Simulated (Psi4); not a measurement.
# CH4ClGeO (SMILES [CH3][Ge]([OH])[Cl]): U-r2SCAN/6-31G(d) (spherical functions)

Aim: the energy change on altering one bond length of CH4ClGeO at U-r2SCAN/6-31G* (spherical functions), from 2 runs. 

Program for the calculation: Psi4 1.11.

1 further run of the same task is left out (set aside as unsound or not needed). Runs told in other sessions of the task aren't counted.

### Step 1. The structure to begin with

CH4ClGeO: 8 atoms, total charge 0, spin state doublet. As SMILES, `[CH3][Ge]([OH])[Cl]`. The shape is that of a PBE0-D4/def2-TZVP optimisation. This is one conformer, not always the lowest.

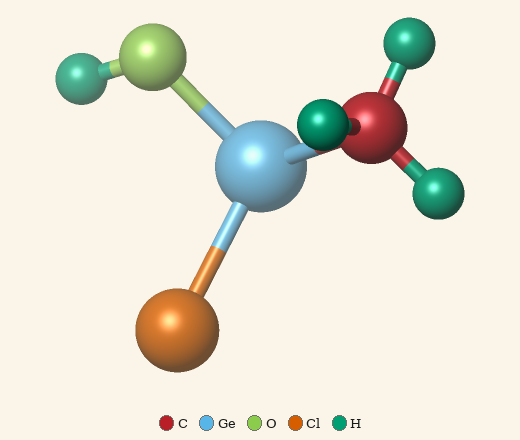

The structure, seen from a chosen angle (carbon red, germanium blue, oxygen green, chlorine orange, hydrogen teal).

### Step 2. Energy and forces at U-r2SCAN/6-31G(d) (spherical functions)

File calc.inp:

```
memory 2200 mb

molecule molecule1 {
  0 2
  C
  Ge 1 1.958491
  O 2 1.779622 1 104.76059
  Cl 2 2.18426 3 106.92189 1 115.56571
  H 1 1.089691 2 109.18388 3 -62.43092
  H 1 1.091562 5 110.03044 2 -117.36541
  H 1 1.088647 5 110.24031 6 -121.80775
  H 3 0.961049 2 113.17139 1 -160.4348
  symmetry c1
  no_reorient
  no_com
}

set reference uks
set puream true
set e_convergence 1e-09
set d_convergence 1e-08
set scf_type pk
set dft_radial_points 99
set dft_spherical_points 590
set maxiter 100

gradient('r2scan/6-31G*')
print_variables()
```

On the command line:

```console
$ psi4 -n 1 calc.inp calc.out
```

calc.out:

```text
[...]
  Running in c1 symmetry.
[...]
  Nuclear repulsion =  363.285780138025018
[...]
  Multiplicity = 2
[...]
  Nalpha       = 34
  Nbeta        = 33
[...]
    Number of basis functions: 86
[...]
   @UKS iter   1: -2650.87763297830043   -1.82973e+00   3.30378e-02 DIIS/ADIIS
[...]
   @UKS iter  15: -2652.56305171023087    2.27374e-12   5.50973e-09 DIIS
[...]
   @S^2 Observed:                7.529428134E-01
[...]
    Orbital Energies [Eh]
    ---------------------
    Alpha Occupied:
       1A   -398.177311     2A   -101.172110     3A    -49.648248
       4A    -44.141318     5A    -44.140520     6A    -44.139635
       7A    -18.984071     8A    -10.055835     9A     -9.348438
      10A     -7.092204    11A     -7.085637    12A     -7.085236
      13A     -6.212074    14A     -4.364586    15A     -4.362303
      16A     -4.359426    17A     -1.161557    18A     -1.156939
      19A     -1.154922    20A     -1.153451    21A     -1.152451
      22A     -0.961476    23A     -0.769207    24A     -0.687699
      25A     -0.514935    26A     -0.431843    27A     -0.400486
      28A     -0.391847    29A     -0.344039    30A     -0.330192
      31A     -0.314781    32A     -0.288402    33A     -0.280933
      34A     -0.198390
[...]
  @UKS Final Energy: -2652.56305171023087
   => Energetics <=
    Nuclear Repulsion Energy =            363.2857801380250180
    One-Electron Energy =               -4411.1366945495419714
    Two-Electron Energy =                1518.0336183130359586
    DFT Exchange-Correlation Energy =    -122.7457556117498996
    Empirical Dispersion Energy =           0.0000000000000000
    VV10 Nonlocal Energy =                  0.0000000000000000
    Total Energy =                      -2652.5630517102308659
  UHF NO Occupations:
  HONO-2 :   32  A 1.9998068
  HONO-1 :   33  A 1.9990389
[...]
 Multipole Moments:
 ------------------------------------------------------------------------------------
     Multipole            Electronic (a.u.)      Nuclear  (a.u.)        Total (a.u.)
 ------------------------------------------------------------------------------------
 L = 1.  Multiply by 2.5417464519 to convert [e a0] to [Debye]
 Dipole X            :          2.1719169           -1.6435446            0.5283723
 Dipole Y            :          2.4257519           -2.5595423           -0.1337904
 Dipole Z            :          5.4440663           -5.7336452           -0.2895789
 Magnitude           :                                                    0.6171978
[...]
  -Total Gradient:
     Atom            X                  Y                   Z
    ------   -----------------  -----------------  -----------------
       1        0.000956439586     0.000541208470     0.000528434903
       2       -0.006758875882    -0.004912189525    -0.001338389221
       3       -0.002979642359     0.007358655165     0.009119114115
       4        0.005961037584    -0.002474593188    -0.001312732614
       5       -0.002251586876     0.001219609398     0.000678085215
       6        0.001960753819     0.001289112990     0.000747487808
       7        0.000159382403    -0.002515554011     0.000823765869
       8        0.002803242172    -0.000248590550    -0.008985278564
[...]
```

Wall time 46 s (1 thread of Intel Xeon 6975P-C (Granite Rapids), shared host); peak memory 1.4 GiB.

### Step 3. The distorted shape

File calc.py:

```python
import psi4

psi4.set_memory('2200 MB')
psi4.set_num_threads(1)
psi4.set_output_file('run.log', False)

m = psi4.geometry("""
0 2
C     -0.64784158     2.87318684    -0.43102196
Ge    -2.03017624    -0.50677730     0.17104478
O      1.35039829    -2.84328193     1.66295899
Cl    -3.13679986    -2.16709068    -3.44230054
H      0.01261770     3.66176955     1.35287950
H      0.93367021     2.66059265    -1.73814552
H     -2.09310412     4.08469026    -1.25305283
H      1.10473389    -4.63587613     1.50630069
units au
symmetry c1
""")

psi4.set_options({
    'basis': '6-31G*',
    'reference': 'uks',
    'puream': True,
    'e_convergence': 1e-09,
    'd_convergence': 1e-08,
    'scf_type': 'pk',
    'dft_radial_points': 99,
    'dft_spherical_points': 590,
    'maxiter': 100,
})

e_tot, wfn = psi4.gradient("r2scan", molecule=m, return_wfn=True)
print('gradient / Eh bohr^-1')
print(e_tot.np.round(6))
print(f'energy = {wfn.energy():.10f} Eh')
```

On the command line:

```console
$ python calc.py
```

run.log:

```text
[...]
  Running in c1 symmetry.
[...]
  Nuclear repulsion =  339.881612465023579
[...]
  Multiplicity = 2
[...]
  Nalpha       = 34
  Nbeta        = 33
[...]
    Number of basis functions: 86
[...]
   @UKS iter   1: -2650.67672936326426   -2.00115e+00   3.33347e-02 DIIS/ADIIS
[...]
   @UKS iter  19: -2652.51167641380198    4.54747e-13   3.89910e-09 DIIS
[...]
   @S^2 Observed:                7.628706064E-01
[...]
    Orbital Energies [Eh]
    ---------------------
    Alpha Occupied:
       1A   -398.197461     2A   -101.186255     3A    -49.667735
       4A    -44.160953     5A    -44.160271     6A    -44.158992
       7A    -18.959237     8A    -10.067977     9A     -9.362465
      10A     -7.106130    11A     -7.099823    12A     -7.099125
      13A     -6.228025    14A     -4.380304    15A     -4.379219
      16A     -4.374052    17A     -1.172669    18A     -1.171297
      19A     -1.168287    20A     -1.167566    21A     -1.167081
      22A     -0.902390    23A     -0.782058    24A     -0.699856
      25A     -0.486757    26A     -0.414239    27A     -0.410784
      28A     -0.386752    29A     -0.347329    30A     -0.313447
      31A     -0.312225    32A     -0.281271    33A     -0.239540
      34A     -0.218941
[...]
  @UKS Final Energy: -2652.51167641380198
   => Energetics <=
    Nuclear Repulsion Energy =            339.8816124650235793
    One-Electron Energy =               -4364.0142148337527033
    Two-Electron Energy =                1494.2469028584946500
    DFT Exchange-Correlation Energy =    -122.6259769035674765
    Empirical Dispersion Energy =           0.0000000000000000
    VV10 Nonlocal Energy =                  0.0000000000000000
    Total Energy =                      -2652.5116764138019789
  UHF NO Occupations:
  HONO-2 :   32  A 1.9994700
  HONO-1 :   33  A 1.9944680
[...]
 Multipole Moments:
 ------------------------------------------------------------------------------------
     Multipole            Electronic (a.u.)      Nuclear  (a.u.)        Total (a.u.)
 ------------------------------------------------------------------------------------
 L = 1.  Multiply by 2.5417464519 to convert [e a0] to [Debye]
 Dipole X            :         -5.8397721            5.5365521           -0.3032200
 Dipole Y            :         -2.7574369            3.5132893            0.7558523
 Dipole Z            :          1.5023214           -1.3633661            0.1389553
 Magnitude           :                                                    0.8261741
[...]
  -Total Gradient:
     Atom            X                  Y                   Z
    ------   -----------------  -----------------  -----------------
       1       -0.005220293864    -0.000602778461     0.002041707702
       2       -0.041614674115     0.044016984154    -0.027172060079
       3        0.035255592319    -0.050573916556     0.015691657546
       4       -0.000642111811    -0.001964452249     0.002479155656
       5       -0.000668621804    -0.000066809716    -0.002515728956
       6       -0.001908550222    -0.000517775516     0.001958165148
       7        0.003327539982    -0.001047358870     0.001889003589
       8        0.010926044214     0.010599695030     0.005344254043
[...]
```

Standard output:

```text
gradient / Eh bohr^-1
[[-5.2200e-03 -6.0300e-04  2.0420e-03]
 [-4.1615e-02  4.4017e-02 -2.7172e-02]
 [ 3.5256e-02 -5.0574e-02  1.5692e-02]
 [-6.4200e-04 -1.9640e-03  2.4790e-03]
 [-6.6900e-04 -6.7000e-05 -2.5160e-03]
 [-1.9090e-03 -5.1800e-04  1.9580e-03]
 [ 3.3280e-03 -1.0470e-03  1.8890e-03]
 [ 1.0926e-02  1.0600e-02  5.3440e-03]]
energy = -2652.5116764138 Eh
```

Run time: 53 s. Hardware: 1 thread of Intel Xeon 6975P-C (Granite Rapids), shared host; peak memory 1.3 GiB.

### Step 4. Results

At U-r2SCAN/6-31G* (spherical functions):

```
                                                          quantity           value
                                         first shape: total energy  -2652.56305 Eh
                                        first shape: dipole moment          1.57 D
                   first shape: HOMO energy (highest over α and β)        -5.40 eV
                    first shape: LUMO energy (lowest over α and β)        -3.58 eV
                                                 first shape: ⟨S²⟩           0.753
                             first shape: largest force on an atom      0.622 eV/Å
                                     distorted shape: total energy  -2652.51168 Eh
                                    distorted shape: dipole moment          2.10 D
               distorted shape: HOMO energy (highest over α and β)        -5.96 eV
                distorted shape: LUMO energy (lowest over α and β)        -4.38 eV
                                             distorted shape: ⟨S²⟩           0.763
                         distorted shape: largest force on an atom      3.414 eV/Å
energy change with the Ge2–O3 bond stretched from 1.780 to 2.313 Å        1.398 eV
```

**Reading.** With the Ge2–O3 bond stretched from 1.780 to 2.313 Å the energy rises by 1.40 eV (135 kJ/mol). The first shape isn't relaxed at this level, so the change isn't measured from a minimum. The largest force (first shape) is 0.62 eV/Å: the shape isn't a stationary point for this species at this level. With no_com the log's rotational constants are taken about the origin, not the centre of mass, so they aren't the molecule's.
